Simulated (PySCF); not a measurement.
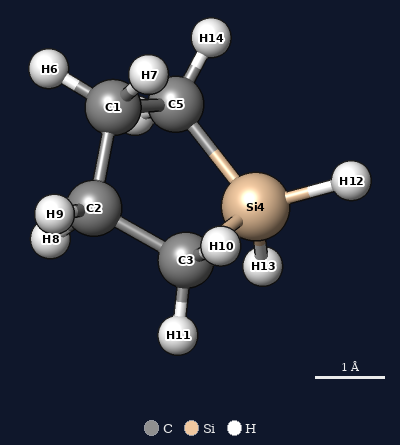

The structure (ball-and-stick view, seen at a tilt; atoms are numbered from 1 in the order of the input). Bond lengths as drawn: C–C 1.53 to 1.54 Å, C–H 1.10 Å, C–Si 1.90 Å and H–Si 1.50 Å.

## What a change does: NMR shielding calculation on C4H10Si

System: C4H10Si.
Method of the first run: GIAO HF/pcSseg-1 NMR shielding, non-relativistic, gas phase (PySCF 2.14.0).

The geometry comes from this level: PBE0-D3(BJ)/def2-SVP. Text and figures count atoms from 1; the logs count them from 0 in places.

The input, the first run:
```
{"job": {"kind": "nmr", "xc": "HF", "basis": "pcSseg-1", "pop": false}, "charge": 0, "multiplicity": 1}
C     -0.632111    -0.854299    -0.295984
C     -0.777371     0.618082     0.101103
C      0.481270     1.376664    -0.351328
Si     1.879172     0.126650    -0.038426
C      0.729112    -1.369414     0.200329
H     -1.468844    -1.460097     0.089167
H     -0.673903    -0.930664    -1.397416
H     -0.871395     0.683579     1.200025
H     -1.697676     1.058829    -0.316142
H      0.429869     1.592854    -1.431772
H      0.609026     2.340755     0.163181
H      2.817721    -0.008423    -1.196663
H      2.695252     0.431327     1.178850
H      1.055204    -2.283457    -0.317427
H      0.679055    -1.610324     1.275924
```

The first line tells a small driver script what to run in PySCF; the rest is the geometry in Å.

Launched with:
```bash
OMP_NUM_THREADS=1 python <driver script> task.json out
```

Hardware: 1 CPU thread, shared host.

Output (the first run):
```
final grid: 110480 points
cycle   1  E = -446.1284960611  dE =  7.594e-01  |g| = 3.593e-01  |ddm| = 3.167e+00
cycle   2  E = -446.1784697390  dE = -4.997e-02  |g| = 1.038e-01  |ddm| = 4.461e-01
cycle   3  E = -446.1824488365  dE = -3.979e-03  |g| = 4.160e-02  |ddm| = 1.603e-01
cycle   4  E = -446.1829571965  dE = -5.084e-04  |g| = 5.767e-03  |ddm| = 4.655e-02
cycle   5  E = -446.1829710118  dE = -1.382e-05  |g| = 1.364e-03  |ddm| = 1.013e-02
cycle   6  E = -446.1829722446  dE = -1.233e-06  |g| = 3.687e-04  |ddm| = 3.614e-03
cycle   7  E = -446.1829723323  dE = -8.779e-08  |g| = 1.173e-04  |ddm| = 9.245e-04
cycle   8  E = -446.1829723406  dE = -8.226e-09  |g| = 2.995e-05  |ddm| = 2.812e-04
cycle   9  E = -446.1829723411  dE = -5.236e-10  |g| = 6.210e-06  |ddm| = 6.906e-05
converged SCF energy = -446.1829723411

GIAO shielding tensors (ppm)
atom      isotropic    diamagn.    paramagn.     s11        s22        s33       span
  0 C      164.673     245.622     -80.949    148.411    167.183    178.424     30.014
  1 C      164.698     245.688     -80.990    148.427    167.298    178.369     29.942
  2 C      185.199     251.375     -66.176    171.563    181.515    202.518     30.955
  3 Si     417.688     874.769    -457.081    373.606    416.794    462.662     89.056
  4 C      185.446     251.484     -66.038    171.951    181.590    202.796     30.846
  5 H       29.877      30.645      -0.767     24.256     27.542     37.835     13.579
  6 H       30.828      31.519      -0.691     26.082     28.472     37.929     11.847
  7 H       30.827      31.643      -0.816     26.119     28.441     37.922     11.803
  8 H       29.882      30.727      -0.845     24.262     27.530     37.852     13.590
  9 H       31.358      30.715       0.644     26.628     27.982     39.465     12.837
 10 H       30.995      29.963       1.032     26.068     27.520     39.398     13.330
 11 H       27.857      28.153      -0.296     24.494     25.158     33.917      9.423
 12 H       27.871      28.171      -0.301     24.502     25.178     33.933      9.431
 13 H       31.007      29.815       1.192     26.060     27.546     39.416     13.356
 14 H       31.336      30.760       0.576     26.578     27.970     39.460     12.882
```

The input of the second run differs as follows (lines with − go, lines with + come):
```diff
-"xc": "HF"
+"xc": "B97-D"
```

What does this change do to the results?

The total energies belong to different methods, so their difference says nothing on which is more stable or more accurate. The HOMO goes from −11.07 to −6.85 eV. The LUMO goes from 4.00 to 0.38 eV. The dipole moment goes from 0.51 to 0.67 D. Of all shieldings, the largest change is that of Si4, by −43.9 ppm. The method changes from HF to B97-D. Exact exchange removes part of the self-interaction error of semilocal functionals, which pushes filled and empty levels apart. The SCF takes 13 iterations against 9.

Output (the second run):
```
coarse grid: 12168 points
cycle   1  E = -447.6609503257  dE =  1.478e-01  |g| = 5.597e-01  |ddm| = 3.369e+00
cycle   2  E = -447.4909431804  dE =  1.700e-01  |g| = 9.603e-01  |ddm| = 1.485e+00
cycle   3  E = -447.7489047488  dE = -2.580e-01  |g| = 7.424e-02  |ddm| = 1.053e+00
cycle   4  E = -447.7505058489  dE = -1.601e-03  |g| = 1.477e-02  |ddm| = 1.204e-01
cycle   5  E = -447.7505447793  dE = -3.893e-05  |g| = 7.900e-03  |ddm| = 2.264e-02
cycle   6  E = -447.7505607638  dE = -1.598e-05  |g| = 1.561e-03  |ddm| = 8.393e-03
cycle   7  E = -447.7505613415  dE = -5.777e-07  |g| = 3.691e-04  |ddm| = 1.813e-03
final grid: 110480 points
cycle   8  E = -447.7736147698  dE = -7.090e-05  |g| = 1.058e-02  |ddm| = 3.172e-02
cycle   9  E = -447.7735633212  dE =  5.145e-05  |g| = 1.695e-02  |ddm| = 2.421e-02
cycle  10  E = -447.7736399041  dE = -7.658e-05  |g| = 1.363e-03  |ddm| = 1.693e-02
cycle  11  E = -447.7736403317  dE = -4.276e-07  |g| = 1.257e-04  |ddm| = 1.511e-03
cycle  12  E = -447.7736403354  dE = -3.744e-09  |g| = 4.686e-05  |ddm| = 1.931e-04
cycle  13  E = -447.7736403359  dE = -4.989e-10  |g| = 1.715e-05  |ddm| = 5.431e-05
converged SCF energy = -447.7736403359

GIAO shielding tensors (ppm)
atom      isotropic    diamagn.    paramagn.     s11        s22        s33       span
  0 C      146.551     247.739    -101.188    126.602    151.101    161.948     35.346
  1 C      146.567     247.802    -101.235    126.614    151.207    161.879     35.265
  2 C      168.732     250.589     -81.858    154.281    162.122    189.792     35.511
  3 Si     373.791     880.440    -506.649    320.236    373.064    428.073    107.837
  4 C      168.994     250.716     -81.722    154.554    162.340    190.087     35.532
  5 H       29.312      30.303      -0.991     24.251     27.479     36.205     11.954
  6 H       30.294      31.444      -1.151     25.799     28.414     36.669     10.870
  7 H       30.294      31.699      -1.405     25.836     28.387     36.659     10.824
  8 H       29.315      30.365      -1.050     24.255     27.466     36.225     11.970
  9 H       30.791      30.429       0.362     26.300     28.083     37.991     11.691
 10 H       30.395      29.551       0.844     26.043     27.592     37.550     11.507
 11 H       27.354      28.628      -1.274     24.199     24.927     32.936      8.737
 12 H       27.371      28.687      -1.317     24.202     24.948     32.961      8.759
 13 H       30.409      29.347       1.062     26.032     27.621     37.574     11.542
 14 H       30.769      30.534       0.234     26.249     28.077     37.980     11.731
```

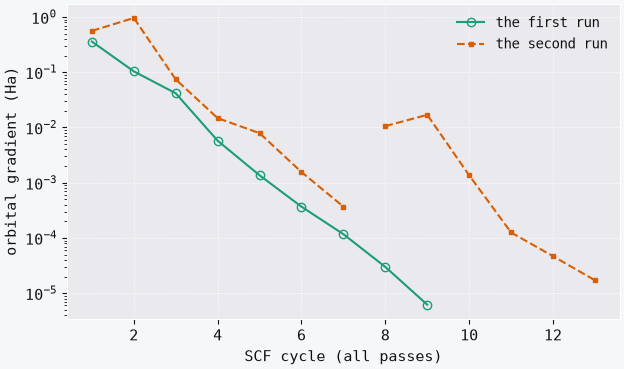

Convergence of the two runs: orbital gradient against the SCF cycle. A break in a curve parts two SCF passes (coarse and final grid). The first run takes 9 cycles in all, and the second run takes 13.

The two runs side by side:

```csv
quantity,the first run,the second run
outcome,converged,converged
total energy (hartree),−446.182972,−447.773640
HOMO (eV),−11.07,−6.85
LUMO (eV),4.00,0.38
dipole moment (D),0.51,0.67
shielding of C1 (ppm),164.7,146.6
shielding of C2 (ppm),164.7,146.6
shielding of C3 (ppm),185.2,168.7
shielding of Si4 (ppm),417.7,373.8
shielding of C5 (ppm),185.4,169.0
shielding of H11 (ppm),31.0,30.4
shielding of H14 (ppm),31.0,30.4
SCF iterations,9,13
basis functions,142,142
wall time (shared host),5.7 s,20 s
```
